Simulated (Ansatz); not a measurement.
**Relaxing a frame of liquid hydrogen fluoride from 293 K (184 atoms)**

How does a frame of liquid hydrogen fluoride from 293 K (184 atoms) relax, and what do bonds, charges and levels look like afterwards?

Method: Kohn-Sham DFT, r2SCAN, PAW (set soft_2), plane waves, in Ansatz 0.2.0.

## Step 1: The starting structure

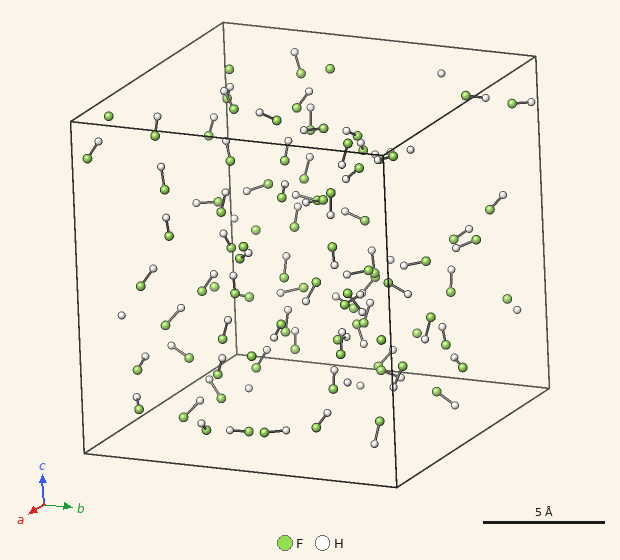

The starting structure, seen slightly off an axis (fluorine green, hydrogen white). Bonds to atoms that aren't drawn are left out. Some periodic images of atoms are drawn too.

The cell holds 184 atoms: 92 F and 92 H. Its edges and angles: a = 14.461 Å, b = 14.461 Å, c = 14.461 Å, α = 90.0°, β = 90.0°, γ = 90.0°. 92 hydrogen fluoride placed at random, at 1.01 g/cm³; overlaps pushed apart, then 10 ps at 393 K with a harmonic two-site HF with charges of 0.5 e and a 12-6 site on F. Snapshot after 20 ps at 293 K and fixed volume. The starting density is a measured one.

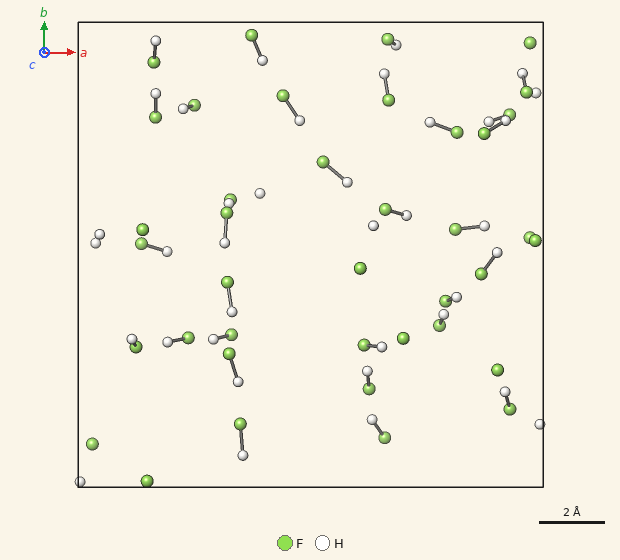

A slice 6 Å thick through the middle of the cell. Bonds to atoms that aren't drawn are left out.

What the set-up can't give: The starting topology of bonds comes from the classical model. The Brillouin zone is sampled at Γ only, in a cell whose shortest periodic width is 14 Å.

## Step 2: Single point at the start

A single point comes first, to see the forces before anything moves.

The input, input.yaml:

```yaml
crystal:
  lattice:
    - [14.46135, 0.0, 0.0]
    - [0.0, 14.46135, 0.0]
    - [0.0, 0.0, 14.46135]
  atoms:
    - { symbol: F, position: [0.23748, 0.45698, 0.97803] }
    - { symbol: H, position: [0.18822, 0.48768, 0.01202] }
    - { symbol: F, position: [0.10559, 0.50666, 0.04747] }
    - { symbol: H, position: [0.05183, 0.52836, 0.08316] }
    - { symbol: F, position: [0.92873, 0.36014, 0.08623] }
    - { symbol: H, position: [0.9804, 0.37082, 0.12325] }
    - { symbol: F, position: [0.98329, 0.53067, 0.67259] }
    - { symbol: H, position: [0.04626, 0.54415, 0.67875] }
    - { symbol: F, position: [0.02753, 0.89054, 0.26641] }
    - { symbol: H, position: [0.98466, 0.84819, 0.29667] }
    - { symbol: F, position: [0.6679, 0.8327, 0.50041] }
    - { symbol: H, position: [0.65848, 0.88946, 0.46938] }
    - { symbol: F, position: [0.70083, 0.65826, 0.17254] }
    - { symbol: H, position: [0.65605, 0.64162, 0.21454] }
    - { symbol: F, position: [0.19481, 0.10058, 0.83973] }
    - { symbol: H, position: [0.22976, 0.12919, 0.88766] }
    - { symbol: F, position: [0.70606, 0.29174, 0.18064] }
    - { symbol: H, position: [0.72309, 0.31687, 0.2372] }
    - { symbol: F, position: [0.32107, 0.44107, 0.60491] }
    - { symbol: H, position: [0.33091, 0.37724, 0.61796] }
    - { symbol: F, position: [0.86714, 0.459, 0.59461] }
    - { symbol: H, position: [0.90118, 0.50489, 0.62653] }
    - { symbol: F, position: [0.79147, 0.01837, 0.95601] }
    - { symbol: H, position: [0.7532, 0.96433, 0.9402] }
    - { symbol: F, position: [0.50813, 0.10236, 0.15158] }
    - { symbol: H, position: [0.49548, 0.04081, 0.17894] }
    - { symbol: F, position: [0.80886, 0.08612, 0.20333] }
    - { symbol: H, position: [0.74385, 0.08018, 0.22427] }
    - { symbol: F, position: [0.92872, 0.16796, 0.50028] }
    - { symbol: H, position: [0.91828, 0.20524, 0.55397] }
    - { symbol: F, position: [0.24996, 0.82174, 0.3465] }
    - { symbol: H, position: [0.22589, 0.81418, 0.40617] }
    [... 146 atom lines left out ...]
    - { symbol: F, position: [0.85788, 0.81691, 0.97552] }
    - { symbol: H, position: [0.86594, 0.79854, 0.91162] }
    - { symbol: F, position: [0.37318, 0.97234, 0.55654] }
    - { symbol: H, position: [0.39636, 0.91819, 0.5327] }
    - { symbol: F, position: [0.52684, 0.6997, 0.48222] }
    - { symbol: H, position: [0.57899, 0.65598, 0.4804] }
kpoints:
  mp_grid: { grid: [1, 1, 1] }
hamiltonian:
  xc: r2scan
scf:
  occupations: { method: fermi_dirac, width: 0.05 }
output:
  forces: true
  stress: true
  populations: true
  dos:
    method: { smearing: { sigma: 0.1 } }
    de: 0.1
    projected: { site_lists: { F: [F], H: [H] } }
  eigenvalues: true
```

The run is started by

```console
ansatz run input.yaml --threads 8 --pin off --max-ram 15872MiB --backend cpu --events-out ev --progress --plain --runs-dir out
```

Output:

```text
Engine: ansatz 0.2.0, x86_64-unknown-linux-gnu
Pseudopotentials: kind: paw
Pseudopotential: F, paw, valence charge 7, recommended cutoff 500 eV (meta_gga), F.paw.azcp
Pseudopotential: H, paw, valence charge 1, recommended cutoff 500 eV (meta_gga), H.paw.azcp
[... 6 lines on functional and potentials left out ...]
Crystal: 184 atoms, lattice volume = 3024.311 Å³
Basis set: ecut = 500 eV, 76813 PW (Γ), exchange–correlation on 432×432×432 points (64 copies of the dense FFT grid, shifted against one another)
Bands: 552, of which v1, the nominal top of the filled ones, is band 368 counted from 1 (367 counted from 0)
Symmetry: 1 space group operations
Space group: P1 (ITA 1), of the structure as read, at distance tolerance 1.4e-4 Å
k-points: 1
[... 6 lines on functional and potentials left out ...]
Initial density: superposition of atomic densities (neutral atoms: chi_scale 0, normalization atom), corrected by the library's trained network
Initial wavefunctions: pseudopotential atomic-orbital guess
Functional: x = r2scan, c = r2scan; τ floored in thin density (d = 2e-4 eV/Å³)
SCF iter   1: F=—  HF=-75981.300360 eV  |F-HF|=—  |Δ(HF+E_count)|=         —  Δρ=8.34e-3  dr2=1.96e0  dr2_τ=6.59e0  ethr=1.77e-3  ⟨swp⟩=6.0  Hψ=2353  notcnv=0  defer=69
preconditioner: auto → Resta (q_TF=auto, 2.156 Å⁻¹)  ε∞=1.7  [insulator: Δε(μ)=8.363 eV  Ē_g=21.160 eV  σ=0.050 eV  W_gap=1.00  n_scr=484 (ndim 8)  ℏωp=18.3 eV  f_vac=0.499  D(μ)=0.00/eV (n_scr^D=0)  ε∞_Penn≈1.7]
SCF iter   2: F=—  HF=-75980.855983 eV  |F-HF|=—  |Δ(HF+E_count)|=   4.44e-1  Δρ=3.80e-3  dr2=2.30e-1  dr2_τ=3.69e-2  ethr=2.66e-4  ⟨swp⟩=2.0  Hψ=1010  notcnv=0  defer=177
SCF iter   3: F=—  HF=-75980.951372 eV  |F-HF|=—  |Δ(HF+E_count)|=   9.54e-2  Δρ=1.42e-3  dr2=6.43e-2  dr2_τ=4.33e-3  ethr=3.12e-5  ⟨swp⟩=2.0  Hψ=600  notcnv=0  defer=177
SCF iter   4: F=—  HF=-75981.001563 eV  |F-HF|=—  |Δ(HF+E_count)|=   5.02e-2  Δρ=2.86e-4  dr2=1.84e-3  dr2_τ=1.70e-4  ethr=8.73e-6  ⟨swp⟩=2.0  Hψ=658  notcnv=0  defer=177
SCF iter   5: F=—  HF=-75981.008036 eV  |F-HF|=—  |Δ(HF+E_count)|=   6.47e-3  Δρ=2.28e-4  dr2=8.34e-4  dr2_τ=8.48e-5  ethr=2.50e-7  ⟨swp⟩=3.0  Hψ=934  notcnv=0  defer=177
SCF iter   6: F=—  HF=-75981.008222 eV  |F-HF|=—  |Δ(HF+E_count)|=   1.86e-4  Δρ=5.72e-5  dr2=5.14e-5  dr2_τ=6.78e-6  ethr=1.13e-7  ⟨swp⟩=2.0  Hψ=741  notcnv=0  defer=177
SCF iter   7: F=—  HF=-75981.012027 eV  |F-HF|=—  |Δ(HF+E_count)|=   3.80e-3  Δρ=1.45e-5  dr2=4.75e-6  dr2_τ=6.58e-7  ethr=6.98e-9  ⟨swp⟩=3.0  Hψ=921  notcnv=0  defer=177
SCF iter   8: F=—  HF=-75981.012082 eV  |F-HF|=—  |Δ(HF+E_count)|=   5.58e-5  Δρ=4.92e-6  dr2=5.22e-7  dr2_τ=4.56e-8  ethr=6.46e-10  ⟨swp⟩=3.0  Hψ=899  notcnv=0  defer=177
SCF iter   9: F=—  HF=-75981.012090 eV  |F-HF|=—  |Δ(HF+E_count)|=   7.67e-6  Δρ=2.67e-6  dr2=1.37e-7  dr2_τ=1.19e-8  ethr=1.36e-11  ⟨swp⟩=18.0  Hψ=4399  notcnv=0
SCF iter  10: F=-75981.012092 eV  HF=-75981.012092 eV  |F-HF|=2.33e-7  |Δ(HF+E_count)|=   1.61e-6  Δρ=4.68e-7  dr2=5.82e-9  dr2_τ=4.14e-10  ethr=1.36e-11  ⟨swp⟩=9.0  Hψ=2396  notcnv=0
SCF 1 converged in 10 iterations: F = -75981.012092 eV  dr2 = 5.82e-9
  greatest PAW one-centre occupation: 0.936 electrons in one spin orbital (limit 2), on the F atom at site 42 (counted from 0), in its partial waves of l = 0
SCF converged after 10 iterations
Free energy (F): -75981.012092 eV
Harris-Foulkes:  -75981.012092 eV  (|F-HF|=2.33e-7)
Internal energy: -75981.012092 eV  (E = F + TS)
E sigma→0 (E₀):  -75981.012092 eV
Fermi energy:    -2.403870 eV
--- Per-component energies (eV) ---
  E_band       = -10328.317795
  E_kinetic    = 20365.952728
  E_local      = -100510.595887  (includes V_loc(G=0)·N_el)
  E_nonlocal   = 6881.322034
  E_hartree    = 40176.183760
  E_xc         = -8032.238319
  E_vxc        = -11820.159547  (∫ρ·V_xc dr)
  E_paw        = -18772.941294  (= ΣΔE_a)
  E_vpaw       = -6503.540579  (= ΣTr[D̂ρ^β])
  E_aug_tail   = 0.062758  (compensation charges beyond the density's cutoff)
  E_vtau       = 906.279253  (kinetic-family band-sum trace: ∫τ·v_τ [+ j·A + Jᵃ·Aᵃ] dr)
  E_ewald      = -16085.869853
  E_core_change = -2.888020  (= ΣΔE_core)
  E_smearing   = -0.000000  (= −TS)
  E_closure    = 0.000000  (closes the sum)
  Σ components = -75981.012092   (vs F -75981.012092, Δ=0.00e0)
--- Forces (eV/Å), atoms counted from 1 ---
  atom   1  F     -0.19303449     0.34939548     0.51441481
  atom   2  H     -0.17418739    -0.36151706    -0.14066483
  atom   3  F      0.11224003    -0.52821857    -0.39894075
  atom   4  H      0.76611175     0.14840657    -0.55915573
  atom   5  F     -0.60124726    -0.95537799    -1.07123992
  atom   6  H      1.12852495     0.54129523     1.28539629
  atom   7  F     -1.34782106     0.20854520     0.47760059
  atom   8  H      0.92784242     0.23170400     0.14337475
  atom   9  F     -0.60783768    -0.83553042    -0.57993389
  atom  10  H      0.29589553     0.52086084     0.52258529
  atom  11  F     -0.14171238    -1.36900250     1.11758615
  atom  12  H      0.17414480     0.67155434    -0.70401903
  atom  13  F      2.02899932     0.69421177    -2.08823397
  atom  14  H     -1.23347696    -0.40098281     1.34989822
[...]
atom 183  F      0.38369276    -0.93438210    -0.03919340
  atom 184  H     -0.56319219     0.90339561    -0.21939705
  max |Σ_I F_I| component: 1.51e-4 eV/Å
--- Stress (GPa, compression-positive) ---
        1.876119       0.226561      -0.400768
        0.226562       1.968314       0.026020
       -0.400768       0.026020       2.904753
  P = ⅓ Tr σ = 2.2497 GPa (22.497 kbar)
--- Band table (eV) ---
  k-point 0: bands = ["-30.4523", "-30.4049", "-30.2459", "-30.2088", [... 536 levels ...], "9.6574", "9.6795", "9.6901", "9.7289", "9.7431", "9.7867", "9.8338", "9.8503", "9.8871", "9.9025", "9.9377", "9.9641"]
--- Löwdin populations: 184 sites ---
  site symbol       q [e]
     0      F      7.4557
     1      H      0.4979
     2      F      7.4678
[...]
183      H      0.4995
  spilling = 0.006669 (of n_electrons = 736.000000)
```

Run time: 79 s. Hardware: 8 threads of Intel Xeon at 2.70GHz, shared host; peak memory 8.5 GiB.

Numbers from this run:

```yaml
free_energy: -75981.0121 eV
free_energy_per_atom: -412.9403 eV/atom
scf_cycles: 10
pressure: 2.25 GPa
r_m_s_force_component: 0.7197 eV/Å
longest_force: 4.279 eV/Å
fermi_energy: -2.404 eV
spacing_of_highest_filled_and_lowest_empty_level: 8.267 eV
spilling_of_the_projection: 0.006669
```

The r.m.s. force component of 0.72 eV/Å and the pressure of 2.2 GPa set the starting point.

Length of the force by element:

```csv
element,coordination,atoms,mean length of the force (eV/Å),spread,least,most
F,all,92,1.18,0.699,0.271,4.28
H,all,92,0.917,0.624,0.125,4.08
```

[end of part 1 of 3]

[Logs are printed without paths, hosts, clocks, repeated set-up lines and the standing remarks that a program may print on its own settings, such as how far it seeks lower states.]

[Hosts, paths, dates, database ids (printed as entryN), source tags and the programs' standing remarks are cut or masked in the printed files.]
